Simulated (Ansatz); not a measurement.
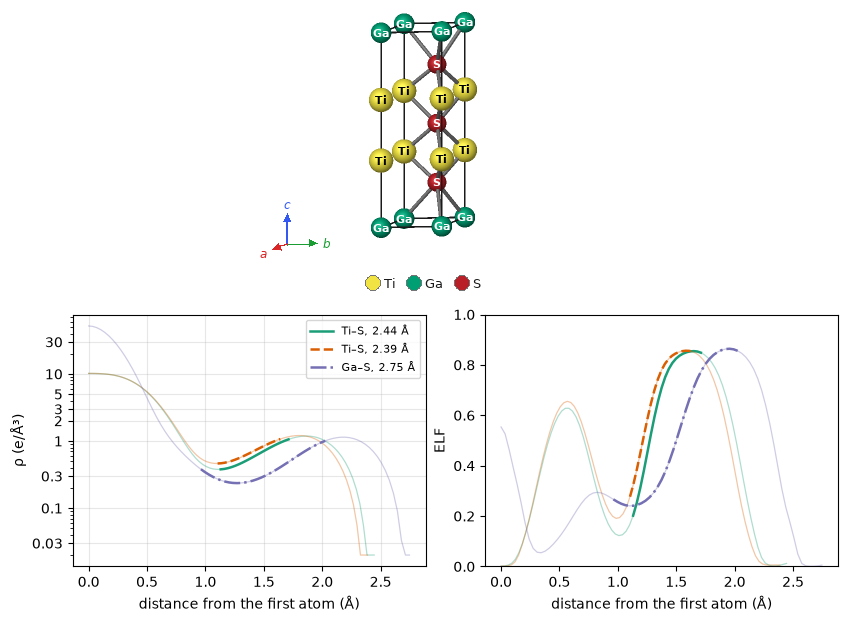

Figure 1: Ti2GaS3. Valence charge density (pseudo) and ELF along straight lines between neighbouring atoms. Thin, pale parts lie inside the atomic spheres. The structure is drawn too.

Space group P-6m2; a generated structure, not necessarily the stable one; changed on purpose from its base cell (volume × 0.88, shape and atoms relaxed); computed pressure about 12 GPa in this cell; computed without spin polarisation.

The calculation used Ansatz 0.2.0, DFT PBE, scalar-relativistic, plane waves, PAW.

Core electrons are frozen (PAW), and the valence fields are smoothed inside the atomic spheres.

```cif
data_structure
_symmetry_space_group_name_H-M 'P 1'
_symmetry_Int_Tables_number 1
_cell_length_a 3.1991
_cell_length_b 3.1991
_cell_length_c 10.2911
_cell_angle_alpha 90.000
_cell_angle_beta 90.000
_cell_angle_gamma 120.000
_cell_volume 91.21
loop_
_atom_site_label
_atom_site_type_symbol
_atom_site_fract_x
_atom_site_fract_y
_atom_site_fract_z
_atom_site_occupancy
Ti1 Ti 0.00000 0.00000 0.34444 1
Ti2 Ti 0.00000 0.00000 0.65556 1
Ga1 Ga 0.00000 0.00000 0.00000 1
S1 S 0.33333 0.66667 0.19753 1
S2 S 0.33333 0.66667 0.50000 1
S3 S 0.33333 0.66667 0.80247 1
```

Question: Compare the contacts.

Answer: Ti–S (2.44 Å): ρ at the midpoint is about 0.41 e/Å³; the ELF peaks at about 0.85 in the valence shell of S, 0.8 Å from its nucleus, and is about 0.40 at the midpoint.
Ti–S (2.39 Å): ρ is about 0.49 e/Å³ halfway; the ELF peaks at about 0.85 in the valence shell of S, 0.8 Å from its nucleus, and is about 0.45 at the midpoint.
Ga–S (2.75 Å): the density is about 0.25 e/Å³ at the midpoint; the ELF peaks at about 0.85 in the valence shell of S, 0.8 Å from its nucleus, and drops to about 0.25 between the two atoms.
